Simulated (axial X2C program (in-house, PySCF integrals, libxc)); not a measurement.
# A two-component session on NiCl⁻: properties at the nuclei

Aim: properties at the nuclei of NiCl⁻, with spin–orbit coupling in the Hamiltonian from the start.

Computed with an in-house X2C program for linear molecules on PySCF integrals. Level: two-component X2C with atomic mean-field terms, Ni dyall-acv3z, Cl dyall-av3z.

All values are calculated.

## 1. Set-up

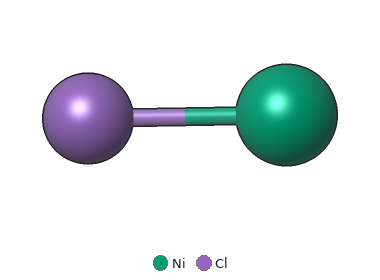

The two atoms at 2.090 Å (nickel teal, chlorine purple).

Contents of task.json:

```json
{
 "zs": [
  28,
  17
 ],
 "q": -1,
 "bas": [
  "dyall-acv3z",
  "dyall-av3z"
 ],
 "r0": 2.09,
 "levels": [
  "PBE0",
  "HF",
  "LDA",
  "BP86",
  "r2SCAN"
 ],
 "nst": 3
}
```

Keys: zs atomic numbers; q charge; bas basis sets; r0 starting distance in Å; levels methods (HF also brings MP2); nst determinants followed.

Launch:

```bash
> python soeom.py task.json out
```

Nuclei are Gaussian, cores are contracted, and the Gaunt term is on.

## 2. Expectation values, lowest determinant

R = 2.187 Å. State: Ω = 2 (excess of +ω over −ω: ω = 1/2, ω = 3/2).

Output of the PBE0 run:

```text
two-component X2C + atomic mean field  PBE0
basis functions 183  fitting functions 958  grid points 5079
iter        total energy     max residual
   1      -1981.486480637     7.43e-05
   2      -1981.486480678     1.26e-04
   3      -1981.486480817     6.87e-05
   4      -1981.486480849     2.22e-05
   5      -1981.486480860     1.72e-05
   6      -1981.486480863     5.75e-06
converged
one-electron -2988.83058780  Coulomb 984.81446683  exact exchange -22.54816036  xc functional -69.57218572  nuclear repulsion 115.17528688  atomic mean-field constant -0.52530070
```

The highest occupied spinor is 58% Ni s, 27% Ni p, 8% Cl p.

```csv
level,Eeff magnitude (GV/cm),Ws magnitude Ni (kHz),A∥/gI Ni (MHz),qzz Ni (a.u.),A∥/gI Cl (MHz),qzz Cl (a.u.)
PBE0,0.749,0.157,655,1.09,42.2,0.89
HF,0.484,0.103,495,0.20,23.8,0.57
LDA,0.808,0.168,716,1.44,60.7,0.93
BP86,0.777,0.163,693,1.45,55.4,0.91
r2SCAN,0.819,0.172,700,1.19,50.9,0.82
```

Eeff is the effective electric field on the electron dipole moment in this Ω state and Ws the scalar–pseudoscalar constant (defined with the proton number Z and per Ω); A∥ is the parallel hyperfine constant, which follows by multiplying with the nuclear g factor gI = μI/(I μN); qzz is the electric field gradient, eQq0 = 234.96 MHz × Q/barn × qzz. The operators were transformed with the bare-nucleus X2C matrices.

## 3. Expectation values, a higher determinant

R = 2.187 Å. State: Ω = 3 (excess of +ω over −ω: ω = 1/2, ω = 5/2), 0.05 eV above the lowest in the PBE0 search for states (made at or near this distance, with looser thresholds).

Output of the PBE0 run:

```text
two-component X2C + atomic mean field  PBE0
basis functions 183  fitting functions 958  grid points 5079
iter        total energy     max residual
   1      -1981.484583690     5.39e-05
   2      -1981.484583712     3.30e-05
   3      -1981.484583718     1.65e-05
   4      -1981.484583724     1.56e-05
   5      -1981.484583725     6.39e-06
converged
one-electron -2987.82796959  Coulomb 983.77612469  exact exchange -22.54172319  xc functional -69.54100181  nuclear repulsion 115.17528688  atomic mean-field constant -0.52530070
```

The highest occupied spinor is 58% Ni s, 26% Ni p, 9% Cl p.

```csv
level,Eeff magnitude (GV/cm),Ws magnitude Ni (kHz),A∥/gI Ni (MHz),qzz Ni (a.u.),A∥/gI Cl (MHz),qzz Cl (a.u.)
PBE0,0.578,0.0832,506,-2.94,25,0.97
HF,0.241,0.0246,482,-1.68,3.86,0.42
LDA,0.736,0.101,592,-3.06,30.3,1.15
BP86,0.675,0.0946,563,-2.96,28.1,1.10
r2SCAN,0.638,0.0917,540,-2.98,25.2,0.97
```

## 4. Expectation values, a higher determinant

R = 2.187 Å. State: Ω = 1 (excess of +ω over −ω: 2 × ω = 1/2), 0.05 eV above the lowest in the PBE0 search for states (made at or near this distance, with looser thresholds).

Output of the PBE0 run:

```text
two-component X2C + atomic mean field  PBE0
basis functions 183  fitting functions 958  grid points 5079
iter        total energy     max residual
   1      -1981.484523404     9.21e-05
   2      -1981.484523436     8.81e-05
   3      -1981.484523529     5.72e-05
   4      -1981.484523548     1.06e-05
   5      -1981.484523553     5.01e-06
converged
one-electron -2989.47425361  Coulomb 985.51339470  exact exchange -22.56307284  xc functional -69.61057798  nuclear repulsion 115.17528688  atomic mean-field constant -0.52530070
```

The highest occupied spinor is 58% Ni s, 27% Ni p, 8% Cl p.

```csv
level,Eeff magnitude (GV/cm),Ws magnitude Ni (kHz),A∥/gI Ni (MHz),qzz Ni (a.u.),A∥/gI Cl (MHz),qzz Cl (a.u.)
PBE0,0.663,0.284,1080,1.99,62,0.83
HF,0.408,0.183,630,1.65,33,0.50
LDA,0.733,0.308,1280,1.98,84.4,1.07
BP86,0.709,0.3,1240,2.05,76,0.99
r2SCAN,0.732,0.314,1260,2.03,69.6,0.81
```

## 5. What came out

| quantity | value |
| --- | --- |
| lowest determinant | Ω = 2 (excess of +ω over −ω: ω = 1/2, ω = 3/2) |
| Eeff magnitude (GV/cm), PBE0 | 0.749 |
| Ws magnitude Ni (kHz), PBE0 | 0.157 |
| A∥/gI Ni (MHz), PBE0 | 655 |
| qzz Ni (a.u.), PBE0 | 1.09 |
| higher determinant | Ω = 3 (excess of +ω over −ω: ω = 1/2, ω = 5/2) |
| Eeff magnitude (GV/cm), PBE0, higher determinant | 0.578 |
| Ws magnitude Ni (kHz), PBE0, higher determinant | 0.0832 |
| A∥/gI Ni (MHz), PBE0, higher determinant | 506 |
| qzz Ni (a.u.), PBE0, higher determinant | -2.94 |
| higher determinant | Ω = 1 (excess of +ω over −ω: 2 × ω = 1/2) |
| Eeff magnitude (GV/cm), PBE0, higher determinant | 0.663 |
| Ws magnitude Ni (kHz), PBE0, higher determinant | 0.284 |
| A∥/gI Ni (MHz), PBE0, higher determinant | 1080 |
| qzz Ni (a.u.), PBE0, higher determinant | 1.99 |

In the first state, the effective field runs from 0.484 to 0.819 GV/cm over the mean-field levels. The expectation values come from single determinants, which for open shells can mix terms of unlike spin or miss the lowest Ω, so a determinant need not be a state. Eeff is the effective electric field on the electron dipole moment in this Ω state and Ws the scalar–pseudoscalar constant (defined with the proton number Z and per Ω); A∥ is the parallel hyperfine constant, which follows by multiplying with the nuclear g factor gI = μI/(I μN); qzz is the electric field gradient, eQq0 = 234.96 MHz × Q/barn × qzz. The operators were transformed with the bare-nucleus X2C matrices. A second determinant lies within 0.1 eV of the first, so their order is not settled at this level.
